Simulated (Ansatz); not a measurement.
# YAlSe3 (model cell, started as cubic perovskite with Al in the octahedra): following an unstable mode, part 3 of 3

Wanted: the energy along a soft mode of YAlSe3 (model cell, started as cubic perovskite with Al in the octahedra) and the structure at the end.

Ansatz 0.2.0; DFT PBEsol, scalar-relativistic, plane waves, PAW; PAW set soft_1.

So far. Step 5 (Energy along the mode, all amplitudes (two of the runs …): The lowest of the steps tried is the last one, at 0.6 Å, 266 meV/atom below the parent; the bottom of the well need not coincide with a step. Step 7 (The new phase in its own primitive cell): The largest force component left is 0.96 meV/Å and the pressure is 0.002 GPa, within the tolerances set. The cell now holds 22.89 Å³/atom. The relaxed cell has a, b, c = 6.774, 9.968, 6.781 Å (conventional setting).

The structure was built from a prototype and need not be the compound's stable phase.

### 8. Modes of the new phase, k-mesh 6×6×6, occupations fixed

A relaxed structure may still be a saddle point, so its zone-centre modes are computed. The response to a homogeneous field gives the Born charges and the dielectric tensor.

Contents of input.yaml:

```yaml
crystal:
  lattice:
    - [-3.3869123703, 4.9839031256, 3.3905931139]
    - [3.3869123703, -4.9839031256, 3.3905931139]
    - [3.3869123703, 4.9839031256, -3.3905931139]
  atoms:
    - { symbol: "Y", position: [0.2129377876, 0.9629377876, 0.25] }
    - { symbol: "Y", position: [0.7870622124, 0.0370622124, 0.75] }
    - { symbol: Al, position: [0.5, 0.5, 0.0] }
    - { symbol: Al, position: [0.0, 0.5, 0.5] }
    - { symbol: Se, position: [0.3696314134, 0.6196314134, 0.75] }
    - { symbol: Se, position: [0.6303685866, 0.3803685866, 0.25] }
    - { symbol: Se, position: [0.8201768835, 0.0, 0.3201768835] }
    - { symbol: Se, position: [0.1798231165, 0.0, 0.6798231165] }
    - { symbol: Se, position: [0.8201768835, 0.5, 0.8201768835] }
    - { symbol: Se, position: [0.1798231165, 0.5, 0.1798231165] }
kpoints:
  mp_grid: { grid: [6, 6, 6] }
hamiltonian:
  xc: pbesol
  pseudopotentials: { kind: paw, azcp: { folder: soft_1 }, xc_functional: pbe }
scf:
  occupations: { method: fixed }
output:
  eigenvalues: true
phonons:
  method: dfpt
  dielectric: true
  rigid_motions: translations
```

Launch:

```console
> ansatz run input.yaml --threads 4 --pin off --max-ram 16384MiB --backend cpu --events-out ev --progress --plain --runs-dir out
```

Numbers of over 12 decimals in the logs are rounded to 6 here.

What it wrote:

```text
[...]
Crystal: 10 atoms, lattice volume = 228.933 Å³
Basis set: ecut = 420 eV, 4445 PW (Γ), exchange–correlation on 96×96×96 points (8 copies of the dense FFT grid, shifted against one another)
Bands: 75, of which v1, the nominal top of the filled ones, is band 62 counted from 1 (61 counted from 0)
Symmetry: 8 space group operations
k-points: 112 of 216 (irreducible under 1 space group operation, time reversal used)
[...]
SCF iter   1: F=—  HF=-41198.963053 eV  |F-HF|=—  |Δ(HF+E_count)|=         —  Δρ=4.29e-2  dr2=9.43e0  ethr=3.10e-3  ⟨swp⟩=4.9  Hψ=27213  notcnv=0  defer=1088
[...]
SCF iter  12: F=-41196.662098 eV  HF=-41196.662098 eV  |F-HF|=1.46e-11  |Δ(HF+E_count)|=  2.62e-10  Δρ=1.71e-7  dr2=5.34e-11  ethr=1.00e-12  ⟨swp⟩=13.6  Hψ=54400  notcnv=0
SCF 1 converged in 12 iterations: F = -41196.662098 eV  dr2 = 5.34e-11
[...]
NSCF: frozen V_eff on 5 k-points
DFPT response loops at Γ: preconditioner auto → Resta (q_TF=auto, 2.463 Å⁻¹)  ε∞=9.9 (no band partly filled); β = 1.00, the filter's whole step (`scf.mixing.beta` (0.50) is not read by the response loops at its default; to damp them type it under 1.00, their step now; it binds the ground state too); Broyden in place of MSR1
── the response to a field inside a basis, on 10×10×10 k-points: an SCF that follows is theirs, and a resumed run solves both again ──
Bands: 63, of which v1, the nominal top of the filled ones, is band 62 counted from 1 (61 counted from 0)
k-points: 170 of 1000
[...]
Eigensolver: Dense (170 Hₖ)
SCF iter   1: F=—  HF=-41196.481589 eV  |F-HF|=—  |Δ(HF+E_count)|=         —  Δρ=3.80e-4  dr2=1.10e-4  ethr=1.00e-1
[...]
SCF iter   5: F=-41196.481613 eV  HF=-41196.481613 eV  |F-HF|=5.28e-9  |Δ(HF+E_count)|=   8.89e-8  Δρ=2.97e-6  dr2=3.87e-8  ethr=3.68e-10
SCF 1 converged in 5 iterations: F = -41196.481613 eV  dr2 = 3.87e-8
[...]
WARN: field response: inside a basis, on 10×10×10 points, no mesh in reach settles it: take ε∞, Z* and everything formed from them with what they may err, as stated (eps_inf_uncertainty, zstar_uncertainty_e), and compare with field_mesh: kpoints on a denser kpoints.mp_grid
WARN: field response: ε∞ stands inside a basis, on 10×10×10 points; the force constants stand on the 6×6×6 k-mesh, whose period is 12.55 times the interband length at k = (0.0000, 0.0000, 0.0000), direct gap 0.608 eV, under 14: take them and everything formed from them as unconverged, and compare with a denser kpoints.mp_grid
SCF converged after 12 iterations
Free energy (F): -41196.662098 eV
[...]
Internal energy: -41196.662098 eV  (E = F + TS)
E sigma→0 (E₀):  -41196.662098 eV
Fermi energy:    8.797715 eV
[...]
--- Band table (eV; the first three rows and the last of 112) ---
  k-point 0: bands = [... 58 lower, 7.8947, 8.1989, 8.2129, 8.7977, 9.4053, 10.7304, 11.0934, 11.0962, ... 9 higher]
  k-point 1: bands = [... 58 lower, 7.6735, 7.7298, 7.8936, 8.4726, 9.6827, 10.9909, 11.0324, 11.3241, ... 9 higher]
  k-point 2: bands = [... 58 lower, 7.5118, 7.5664, 7.7033, 8.2079, 10.3032, 11.2359, 11.2444, 11.3797, ... 9 higher]
  k-point 111: bands = [... 58 lower, 7.3434, 7.6398, 8.2600, 8.6294, 10.0360, 10.2152, 10.6765, 11.1111, ... 9 higher]
--- Phonons (Γ-DFPT): 12 representative perturbations + reference, on 112 of 216 k-points (Σ response iterations 49) ---
  k mesh reduced under 1 symmetry operation, with k and −k counted as one. Each operation leaves every solved perturbation unchanged. A smaller set is not considered because the run solves the response to a homogeneous field
  ASR residual: 7.773e-5 → 0.000e0 eV/Å²; symmetrization residual: 9.066e-6 eV/Å²
  ASR residual per site (eV/Å²): 7.77e-5 7.77e-5 2.25e-5 2.25e-5 4.28e-5 4.28e-5 3.93e-5 3.93e-5 3.93e-5 3.93e-5
  Γ frequencies (cm⁻¹): -85.92 -28.96 0.00 0.00 0.00 81.11 84.39 85.75 93.31 94.05 114.20 118.10 125.85 126.98 146.10 152.08 154.58 154.66 154.99 160.49 183.50 189.72 191.72 202.66 220.91 235.37 279.59 310.69 315.77 343.78
  ε∞ (high-frequency dielectric tensor):
       11.103242     0.000000    -0.000000
        0.000000     9.545780     0.000000
       -0.000000     0.000000     9.471860
  softest optical mode at Γ: -85.92 cm⁻¹; the repairs (sum rule, projections) moved no ω² at Γ by more than (1.75 cm⁻¹)²
  Born effective charges Z* (e; rows j = field, columns β = displacement):
    site 0:
         4.48226    0.00000   -0.00000
         0.00000    3.06825    0.00000
        -0.00000    0.00000    4.07186
    site 1:
         4.48226    0.00000   -0.00000
         0.00000    3.06825    0.00000
        -0.00000    0.00000    4.07186
    site 2:
         3.50491   -0.00000   -0.00000
        -0.00000    4.05902    0.15432
        -0.00000    0.64445    3.40414
    site 3:
         3.50491    0.00000   -0.00000
         0.00000    4.05902   -0.15432
        -0.00000   -0.64445    3.40414
    site 4:
        -2.00485   -0.00000    0.00000
        -0.00000   -3.11172    0.00000
         0.00000   -0.00000   -3.14224
    site 5:
        -2.00485   -0.00000    0.00000
        -0.00000   -3.11172    0.00000
         0.00000   -0.00000   -3.14224
    site 6:
        -2.99116    0.00000   -0.33297
         0.00000   -2.00777   -0.00000
        -0.35908   -0.00000   -2.16688
    site 7:
        -2.99116    0.00000   -0.33297
         0.00000   -2.00777   -0.00000
        -0.35908   -0.00000   -2.16688
    site 8:
        -2.99116    0.00000    0.33297
        -0.00000   -2.00777    0.00000
         0.35908    0.00000   -2.16688
    site 9:
        -2.99116    0.00000    0.33297
         0.00000   -2.00777    0.00000
         0.35908    0.00000   -2.16688
  Z* charge neutrality: 8.742e-2 e pre-enforcement
  solved inside a basis spanned on kpoints, on 10×10×10 k-points, which do not settle them: ε∞ is read to err by 8.5e-2, Z* by 1.1e-1 e (field_mesh: kpoints solves on kpoints); Z* is corrected for what the basis lacks
  optical modes at Γ without the LO–TO term, one row a degenerate level:
      ω (cm⁻¹)  modes    IR ((D/Å)²/amu)
        -85.92      1             5.8101
        -28.96      1             0.0000
         81.11      1             8.2379
         84.39      1             0.2875
         85.75      1             0.0000
         93.31      1             0.0000
         94.05      1             0.0000
[...]
optical modes at Γ + LO–TO along q̂ = [1.0000, 0.0000, 0.0000]:
      ω (cm⁻¹)  modes    IR ((D/Å)²/amu)
[...]
optical modes at Γ + LO–TO along q̂ = [0.0000, 1.0000, 0.0000]:
      ω (cm⁻¹)  modes    IR ((D/Å)²/amu)
[...]
optical modes at Γ + LO–TO along q̂ = [0.0000, 0.0000, 1.0000]:
      ω (cm⁻¹)  modes    IR ((D/Å)²/amu)
[...]
155.04      1             0.0526
        160.49      1             0.0000
        183.50      1             0.0000
        189.72      1             0.0163
        202.66      1             0.0000
        216.71      1             4.5839
        220.91      1             0.0000
        244.35      1             4.7048
        279.59      1            24.9832
        315.77      1             0.0000
        343.78      1             7.8012
        348.89      1            31.1888
```

The job ended after 27 min (4 threads of Arm Neoverse V1, shared host; peak memory 7.4 GiB; 1.8 h of CPU time).

This step gave:

```
sum-rule residual before enforcement                    : 7.77e-5 eV/Å²
miss of the charge sum rule                             : 0.08742 e
estimated error of the dielectric tensor                : 0.08451
estimated error of the Born charges                     : 0.1109 e
point group                                             : mmm
highest optical mode at the zone centre (no LO-TO term) : 343.8 cm⁻¹
lowest optical zone-centre mode                         : -85.92 cm⁻¹
mean high-frequency dielectric constant                 : 10.04
largest Born charge (third of the trace)                : 3.874 e
top of the zone-centre spectrum with the field          : 359.7 cm⁻¹
```

Patterns of degenerate modes are one choice out of their space. The modes at Γ (shares of kinetic energy by element, %) (negative means imaginary):

```csv
mode,frequency (cm⁻¹),symmetry,Y %,Al %,Se %
1,-85.9,B3u,25,0,75
2,-29.0,B2g,44,0,56
3,0.0,acoustic,25,8,67
4,0.0,acoustic,25,8,67
5,0.0,acoustic,25,8,67
6,81.1,B2u,9,68,22
7,84.4,B3u,12,25,63
8,85.8,B1g,0,0,100
9,93.3,B2g,31,0,69
10,94.0,B3g,66,0,34
11,114.2,Ag,62,0,38
12,118.1,B1u,29,23,48
13,125.8,B3g,2,0,98
14,127.0,Au,0,1,99
15,146.1,Ag,0,0,100
16,152.1,B1g,0,0,100
17,154.6,B1u,1,4,95
18,154.7,B3u,38,0,62
19,155.0,B2u,40,18,42
20,160.5,B2g,25,0,75
21,183.5,B3g,30,0,70
22,189.7,B2u,25,8,67
23,191.7,B1u,44,12,44
24,202.7,Ag,38,0,62
25,220.9,B3g,2,0,98
26,235.4,B1u,1,90,9
27,279.6,B3u,0,67,33
28,310.7,B1u,0,63,37
29,315.8,Au,0,99,1
30,343.8,B2u,0,98,2
```

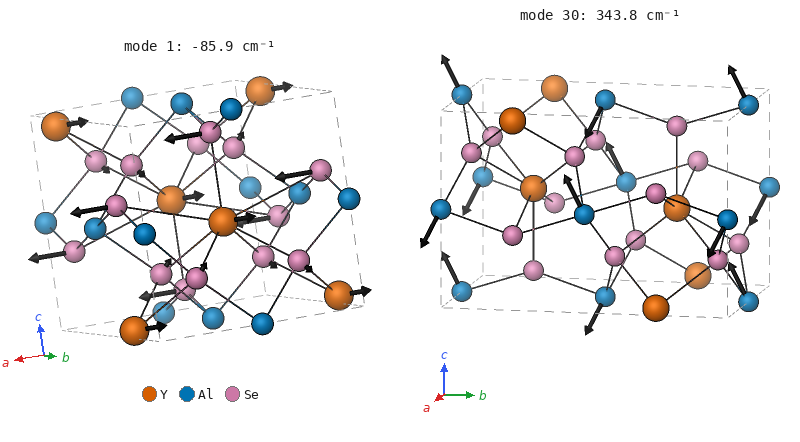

Displacement patterns of modes 1 and 30 at Γ; arrows are exaggerated. Some periodic images of atoms are drawn too.

High-frequency dielectric tensor, which the program warns is not settled by the k meshes in reach. Tensor:

```csv
,x,y,z
x,11.1,0,0
y,0,9.546,0
z,0,0,9.472
```

Optical modes at the zone centre, without and with the macroscopic field of the longitudinal modes; each column is sorted by frequency, so a row need not hold one and the same mode. Modes with and without the field, by row:

```csv
rank among optical modes,no field (cm⁻¹),"q along (1, 0, 0) (cm⁻¹)","q along (0, 1, 0) (cm⁻¹)","q along (0, 0, 1) (cm⁻¹)"
1,-85.9,-66.8,-85.9,-85.9
2,-29,-29,-29,-29
3,81.1,81.1,84.4,81.1
4,84.4,85.3,85.8,84.4
5,85.8,85.8,93.3,85.8
6,93.3,93.3,94,93.3
7,94,94,96.7,94
8,114.2,114.2,114.2,114.2
9,118.1,118.1,118.1,118.2
10,125.8,125.8,125.8,125.8
11,127,127,127,127
12,146.1,146.1,146.1,146.1
13,152.1,152.1,152.1,152.1
14,154.6,154.6,154.6,154.7
15,154.7,155,154.7,155
16,155,160.5,160.5,155
17,160.5,179.8,183.5,160.5
18,183.5,183.5,189.7,183.5
19,189.7,189.7,191.7,189.7
20,191.7,191.7,202.7,202.7
21,202.7,202.7,220.9,216.7
22,220.9,220.9,229.1,220.9
23,235.4,235.4,235.4,244.3
24,279.6,310.7,279.6,279.6
25,310.7,315.8,310.7,315.8
26,315.8,322.4,315.8,343.8
27,343.8,343.8,359.7,348.9
```

Born charge (rows field, columns displacement) (e), principal values of the symmetric part by kind of site:

```csv
atom,atoms with these values,low,middle,high,mean
Y1,2,3.07,4.07,4.48,3.87
Al3,2,3.22,3.50,4.25,3.66
Se5,2,-3.14,-3.11,-2.00,-2.75
Se7,4,-3.12,-2.04,-2.01,-2.39
```

In full for Al3:

```
3.50 0.00 0.00
0.00 4.06 0.15
0.00 0.64 3.40
```

Transverse modes; imaginary modes are left out. Infrared lines, with heights relative to the strongest:

```csv
position (cm⁻¹),lines merged,relative intensity
81,1,20
84,1,0.7
86,1,0.0
93,1,0.0
94,1,0.0
114,1,0.0
118,1,0.1
126,1,0.0
127,1,0.0
146,1,0.0
152,1,0.0
155,3,100
160,1,0.0
184,1,0.0
190,1,0.0
192,1,44
203,1,0.0
221,1,0.0
235,1,7.7
280,1,61
311,1,46
316,1,0.0
344,1,19
```

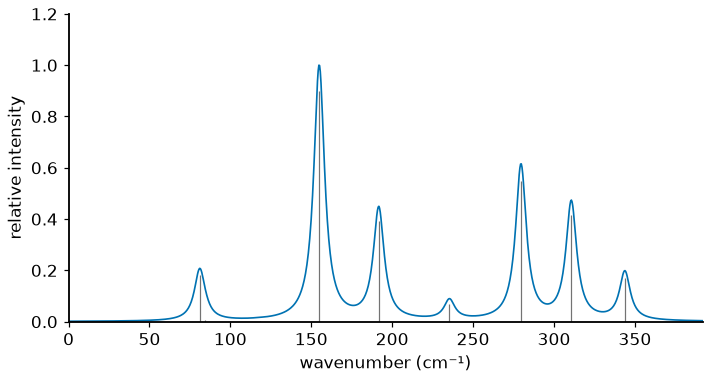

The infrared spectrum, broadened with Lorentzians of width 8 cm⁻¹; bars mark the lines.

Before it was imposed, the acoustic sum rule was missed by 7.8e-5 eV/Å² and the charge sum rule by 0.087 e. The charge miss is large and points to the mesh or the basis. The lowest optical mode is imaginary, 85.9i cm⁻¹, so the energy falls along it.

The log warns of the k mesh: “the force constants stand on the 6×6×6 k-mesh, whose period is 12.55 times the interband length at k = (0.0000, 0.0000, 0.0000), direct gap 0.608 eV, under 14: take them and everything formed from them as unconverged”.

### 9. Results

| Quantity | Value |
| --- | --- |
| unstable mode of the parent | q = (-0.5, -0.5, -0.5), 167i cm⁻¹ |
| depth at the lowest point sampled | 266 meV/atom |
| largest atomic shift at that point | 0.6 Å |
| space group reached (within 0.01 Å) | Imma |
| energy gained over the parent (first relaxation, on the mesh of the frozen mode) | 381 meV/atom |
| volume per atom, phase reached | 22.9 Å³ |
| gap on the k-mesh, phase reached | 0.608 eV |
| lowest optical zone-centre mode, phase reached | -85.9 cm⁻¹ |
| highest optical mode at the zone centre (no LO-TO term), phase reached | 344 cm⁻¹ |

In words: Along this mode the structure falls into Imma, 381 meV/atom below the parent. At the parent's cell the well is 265.6 meV/atom deep on the steps tried, with its lowest point at a shift of 0.6 Å. That is the last step tried, so the steps alone don't bracket the bottom of the well. Relaxing atoms and cell changes the gain by +115.52 meV/atom against the lowest step (energies at zero smearing). The new phase still has an imaginary mode at the zone centre of its cell, so it is a saddle point on the way to a lower structure. Of the 4 patterns followed to their end from this parent, this one reaches the lowest energy. Each path keeps the symmetry of its pattern, so a lower phase may lie along a pattern not tried. With the field response the log warns that the k mesh is coarse for the force constants too, so the frequencies may not be converged. With no gap, or one that is small against the smearing, the frequencies hang on the k mesh and the smearing, most of all near Kohn anomalies. In at least one run the field response is not settled by the k meshes in reach, so its dielectric tensor, Born charges and longitudinal modes are rough. The PAW files were made for PBE and serve the other functionals too. The starting cell was built on a prototype and not taken from a measurement, so the phase need not exist.

[Logs are printed without paths, hosts, clocks, repeated set-up lines and the standing remarks that a program may print on its own settings, such as how far it seeks lower states.]

[Hosts, paths, dates, database ids (printed as entryN), source tags and the programs' standing remarks are cut or masked in the printed files.]
